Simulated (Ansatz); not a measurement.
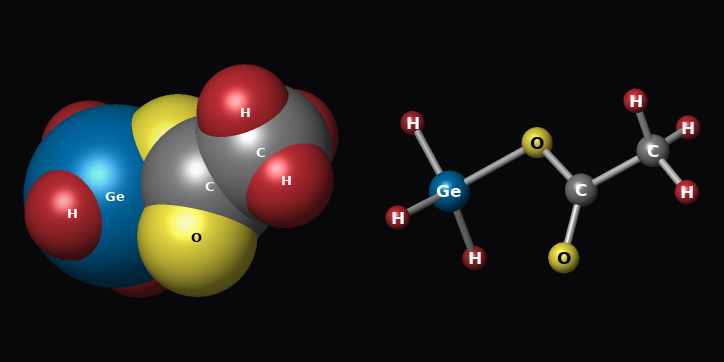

The same structure drawn twice, from different directions.

The computed structure is the end point of a PBE0-D4/def2-TZVP optimisation.

**Give the formula.**

C2H6GeO2, 11 atoms: 2 carbon, 6 hydrogen, 1 germanium and 2 oxygen.

**How many sets of symmetry-equivalent atoms are there?**

9: 1 C, 1 C, 1 O, 1 O, 1 Ge, 1 H, 2 H, 2 H, 1 H.

**How many bonds of each kind are drawn?**

3 C–H, 3 Ge–H, 2 C–O, 1 C–C, 1 Ge–O.

**Give a SMILES string for it.**

CC(=O)[O][GeH3]

More results for the same structure follow; atom numbers are the same in all pictures, views and colours differ.

**Shape**

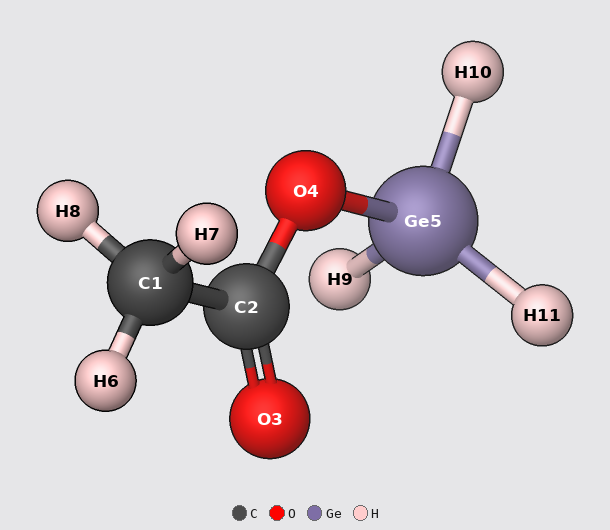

Give the bond lengths.

```
   bond  length (Å)
  C1–C2       1.497
  C1–H6       1.087
  C1–H7       1.092
  C1–H8       1.092
  C2–O3       1.209
  C2–O4       1.328
 O4–Ge5       1.834
 Ge5–H9       1.529
Ge5–H10       1.534
Ge5–H11       1.529
```

**Dipole moment**

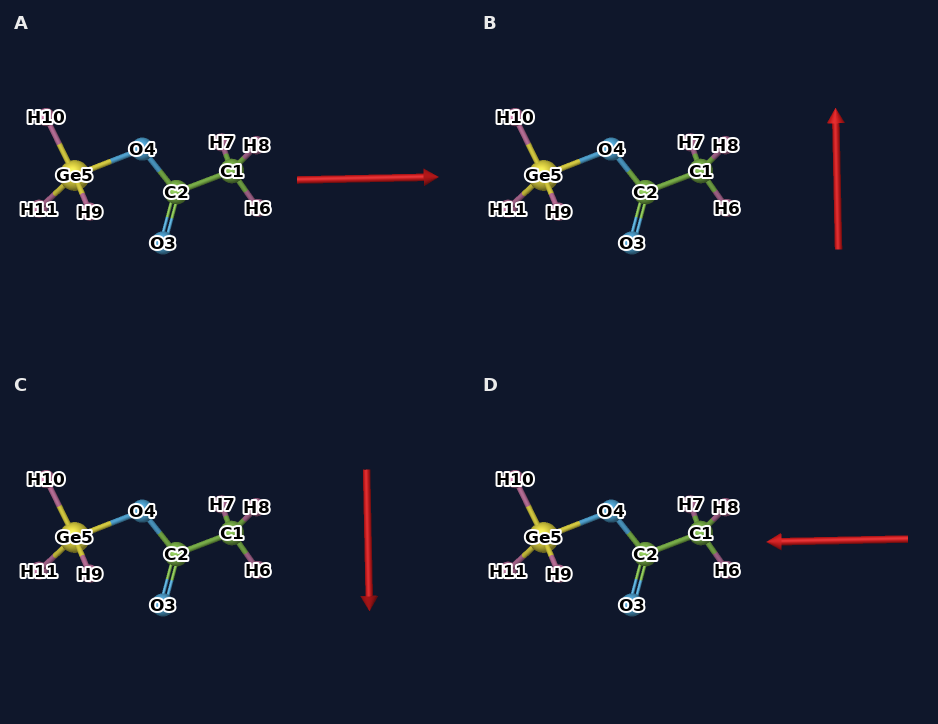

The same molecule four times, each with an arrow. Properties computed with RKS PBE-D4/def2-TZVPP (Ansatz 0.2.0).

**Which arrow points along the dipole moment, from the negative to the positive end?**

B. The dipole moment is 1.46 D; it points from the side of O3 to the side of H10 (the outermost atoms at the two ends).

**Levels of theory compared**

Program: Ansatz 0.2.0.

At this fixed geometry, give HOMO–LUMO gap (eV) at these levels: B97M-V/def2-TZVPP; BHLYP-D4/def2-TZVPP; CAM-B3LYP-D4/def2-TZVPP; PBE-D4/def2-TZVPP; revPBE-D4/def2-TZVPP; ωB97M-V/def2-TZVPP; ωB97X-V/def2-TZVPP.

| level | HOMO–LUMO gap (eV) |
| --- | --- |
| B97M-V/def2-TZVPP | 6.35 |
| BHLYP-D4/def2-TZVPP | 10.65 |
| CAM-B3LYP-D4/def2-TZVPP | 10.64 |
| PBE-D4/def2-TZVPP | 5.48 |
| revPBE-D4/def2-TZVPP | 5.50 |
| ωB97M-V/def2-TZVPP | 12.39 |
| ωB97X-V/def2-TZVPP | 12.71 |

**Charges**

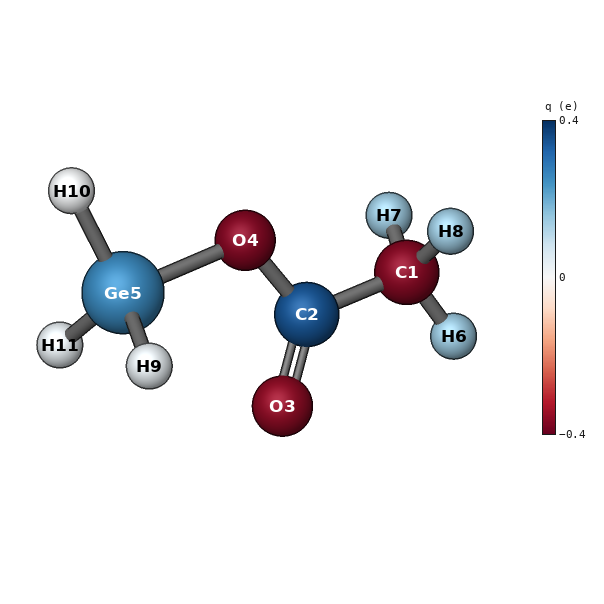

Atoms are coloured by their Mulliken charges. Method: RKS PBE0-D4/def2-TZVP (Ansatz 0.2.0).

**Which atom carries the highest charge (most positive or least negative)?**

C2 (0.34 e).

**And the lowest?**

O4 (−0.37 e).

Give the Mulliken charges atom by atom.

| atom | value (e) |
| --- | --- |
| C1 | −0.36 |
| C2 | 0.34 |
| O3 | −0.36 |
| O4 | −0.37 |
| Ge5 | 0.25 |
| H6 | 0.15 |
| H7 | 0.14 |
| H8 | 0.14 |
| H9 | 0.03 |
| H10 | 0.01 |
| H11 | 0.03 |

Mulliken values depend strongly on the basis set and can even reverse the polarity of a bond.
